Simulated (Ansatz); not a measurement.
A series of calculations on C$_{3}$H$_{6}$OSi

## 1. Relaxation

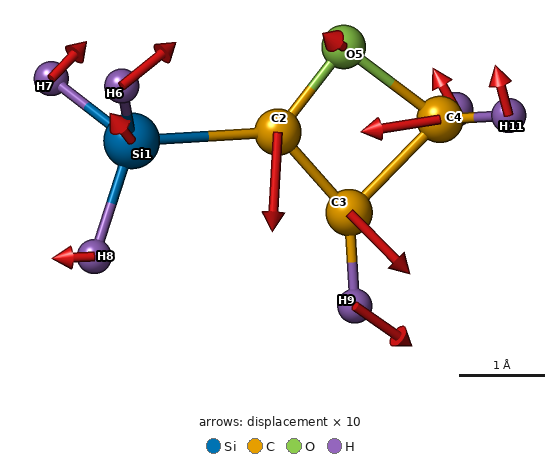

This is a relaxation of C₃H₆OSi. The starting structure is drawn; red arrows show the displacements, 10 times their true length. The two geometries are superimposed by the best rigid fit.

The picture is a ball-and-stick view, seen at a tilt.

The run prepares an end point of a later path (hydrogen shift) calculation, from a guessed geometry.

Level of theory: Ansatz, RKS B3LYP-D4/def2-SVP.

The input:
```yaml
crystal:
  periodic: [false, false, false]
  atoms:
    - { symbol: Si, position_ang: [-1.8414, 0.5501, -0.1147] }
    - { symbol: C, position_ang: [-0.044, 0.1024, -0.1368] }
    - { symbol: C, position_ang: [0.6578, -0.7084, 0.6481] }
    - { symbol: C, position_ang: [1.9538, -0.3652, -0.1843] }
    - { symbol: O, position_ang: [0.9374, 0.4368, -0.9281] }
    - { symbol: H, position_ang: [-2.0356, 2.0785, 0.0525] }
    - { symbol: H, position_ang: [-2.5122, 0.1911, -1.3959] }
    - { symbol: H, position_ang: [-2.5433, -0.0733, 0.9902] }
    - { symbol: H, position_ang: [0.5239, -1.3172, 1.568] }
    - { symbol: H, position_ang: [2.3037, -1.171, -0.7776] }
    - { symbol: H, position_ang: [2.6652, 0.2192, 0.2992] }
basis:
  gaussian: { orbitals: def2-SVP }
hamiltonian:
  xc: b3lyp
  dispersion: d4
relax:
  f_tol: 0.02
  max_steps: 50
output:
  orbitals: {}
```

Command:
```bash
ansatz run input.yaml --threads 2 --pin off --max-ram 3072MiB --backend cpu --events-out ev --progress --plain --runs-dir out
```

Q: What happened in the run?

A: The energy falls by 14.8 kcal/mol in 6 accepted moves (7 points after the start). The largest force component goes from 5.4 to 0.0068 eV/Å. The line search rejected the trial step at point 6 of the run. The atom that moves furthest after the best rigid fit is C2 (0.12 Å). By element the largest moves are C 0.12 Å, H 0.10 Å, Si 0.05 Å, O 0.04 Å. Some distances before and after: C2–O5 1.304 → 1.398 Å, C3–C4 1.578 → 1.508 Å, C4–H11 1.040 → 1.103 Å, Si1–H6 1.550 → 1.490 Å. Bond angles that change, for instance: Si1–C2–O5 132.5° → 123.4°, Si1–C2–C3 130.8° → 139.2°, C3–C4–O5 79.7° → 88.1°.

## 2. Relaxation

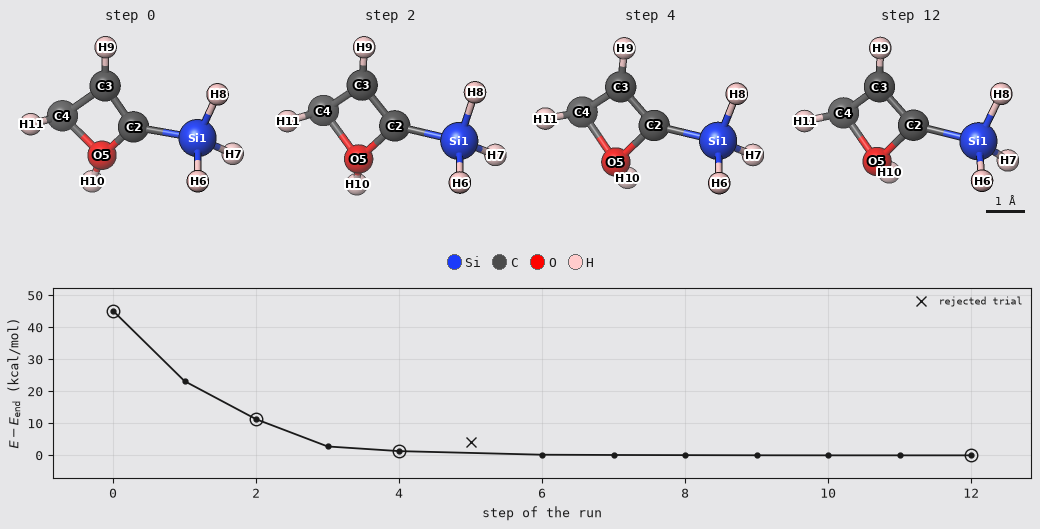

Frames of a relaxation of C$_{3}$H$_{6}$OSi, marked on the history of the run. A ball-and-stick model, seen at a tilt.

The run prepares an end point of a later path (hydrogen shift) calculation, from a guessed geometry.

Theory: RKS B3LYP-D4/def2-SVP (Ansatz).

Input
```yaml
crystal:
  periodic: [false, false, false]
  atoms:
    - { symbol: Si, position_ang: [-1.8414, 0.5501, -0.1147] }
    - { symbol: C, position_ang: [-0.044, 0.1024, -0.1368] }
    - { symbol: C, position_ang: [0.6578, -0.7084, 0.6481] }
    - { symbol: C, position_ang: [1.9538, -0.3652, -0.1843] }
    - { symbol: O, position_ang: [0.9374, 0.4368, -0.9281] }
    - { symbol: H, position_ang: [-2.0356, 2.0785, 0.0525] }
    - { symbol: H, position_ang: [-2.5122, 0.1911, -1.3959] }
    - { symbol: H, position_ang: [-2.5433, -0.0733, 0.9902] }
    - { symbol: H, position_ang: [0.5239, -1.3172, 1.568] }
    - { symbol: H, position_ang: [1.35751, 0.66327, -1.79546] }
    - { symbol: H, position_ang: [2.6652, 0.2192, 0.2992] }
basis:
  gaussian: { orbitals: def2-SVP }
hamiltonian:
  xc: b3lyp
  dispersion: d4
relax:
  f_tol: 0.02
  max_steps: 50
```

Run as
```bash
ansatz run input.yaml --threads 2 --pin off --max-ram 3072MiB --backend cpu --events-out ev --progress --plain --runs-dir out
```

**Describe the path.**

Over 11 accepted moves (12 points after the start) the energy falls by 45.2 kcal/mol. Largest force component: 6.6 eV/Å at the start, 0.0064 eV/Å at the end. The line search rejected the trial step at point 5 of the run. H10 moves most after the best rigid fit: 0.52 Å. Largest moves by element: H 0.52 Å, O 0.29 Å, C 0.22 Å, Si 0.09 Å. Some distances before and after: C2–O5 1.304 → 1.522 Å, C3–C4 1.578 → 1.409 Å, C4–O5 1.493 → 1.594 Å, C4–H11 1.040 → 1.096 Å. Among the angles between lasting bonds that change: C2–O5–H10 155.4° → 111.5°, Si1–C2–C3 130.8° → 145.0°, C3–C4–H11 116.0° → 127.2°. Cost: 22 s on 2 threads of AMD EPYC 9R14 (Zen 4), on a shared host, peak memory 0.24 GiB. From step 0 to 2: O and H atoms move most (0.15 Å), energy −33.9 kcal/mol. From step 2 to 4: H10 moves most (0.33 Å), energy −9.98 kcal/mol. From step 4 to 12: H atoms move most (0.20 Å), energy −1.32 kcal/mol.

```tsv
step	E − E(0), kcal/mol	largest force component, eV/Å	note
0	0.00	6.6490	
1	-21.98	3.6261	
2	-33.88	2.3272	
3	-42.40	0.6023	
4	-43.86	1.1637	
5	-40.92	1.6716	rejected
6	-44.99	0.1661	
7	-45.07	0.1190	
8	-45.12	0.1010	
9	-45.16	0.1252	
10	-45.18	0.0455	
11	-45.18	0.0336	
12	-45.19	0.0064
```

## 3. Path

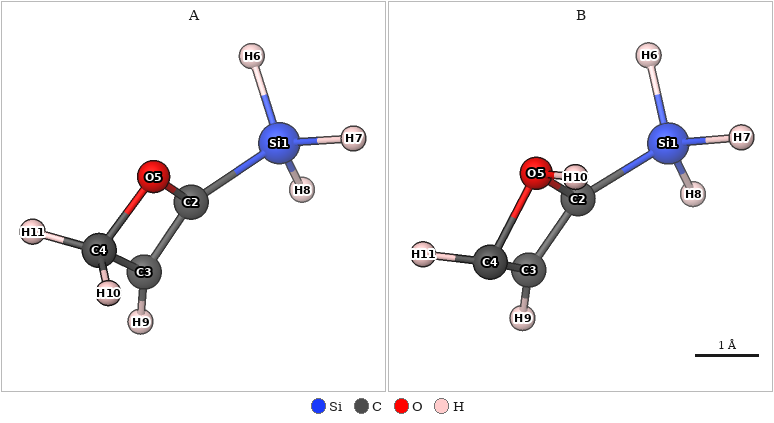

The two relaxed end points of a path for C3H6OSi. Style: ball-and-stick. Shown from a free direction.

Theory: Ansatz 0.2.0, RKS B3LYP-D4/def2-SVP.

Run with 5 movable images; climbing image; force threshold 0.03 eV/Å; iteration limit 60.

Start:
```xyz
11

Si   -1.8651    0.5945   -0.1317
C    -0.0733    0.0446   -0.0361
C     0.7153   -0.7477    0.7246
C     1.8553   -0.3561   -0.1817
O     0.9113    0.4698   -0.9324
H    -1.9569    2.0756    0.0044
H    -2.4583    0.1922   -1.4382
H    -2.5955   -0.0665    0.9858
H     0.5884   -1.3828    1.5975
H     2.2855   -1.1428   -0.8240
H     2.6587    0.2623    0.2526
```

End:
```xyz
11

Si   -1.7480    0.5126   -0.2095
C    -0.0084    0.0455    0.1435
C     0.8181   -0.7034    0.9533
C     1.9701   -0.6574    0.1436
O     1.1586    0.3537   -0.7833
H    -1.9713    1.9906   -0.2401
H    -2.2279   -0.0103   -1.5320
H    -2.5547   -0.0920    0.8889
H     0.6345   -1.1937    1.9091
H     1.0523   -0.0822   -1.6507
H     2.9420   -0.2203    0.3977
```

> What barrier does the band find between them, and by what path?

The highest point, image 4, lies 3.03 eV above the start and 0.29 eV above the end; the end is at +2.74 eV relative to the start. A hydrogen atom shifts from one atom to another. Breaking: C4–H10 (1.10 → 1.53 at the top → 2.10 Å). Forming: O5–H10 (2.12 → 1.07 at the top → 0.98 Å). The band is converged. At the top, the vibrational analysis gives one imaginary mode (1062i cm⁻¹), as a transition state must have.

Energies of the converged images:

```tsv
image	path (Å)	E (eV)
0	0.00	0.000
1	0.49	0.030
2	0.97	0.276
3	1.46	1.666
4	1.94	3.026
5	2.31	2.837
6	2.67	2.739
```

The geometry at the top of the path:

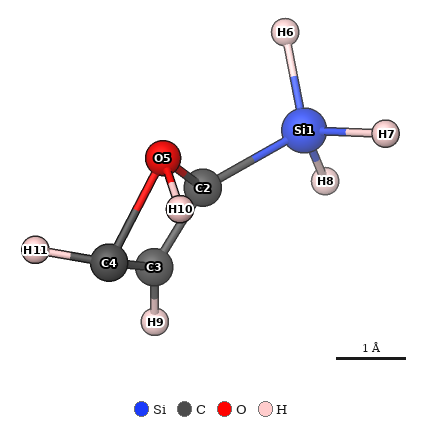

The run took 90 s on 2 threads of AMD EPYC 9R14 (Zen 4), with other jobs on the host, peak memory 0.25 GiB.
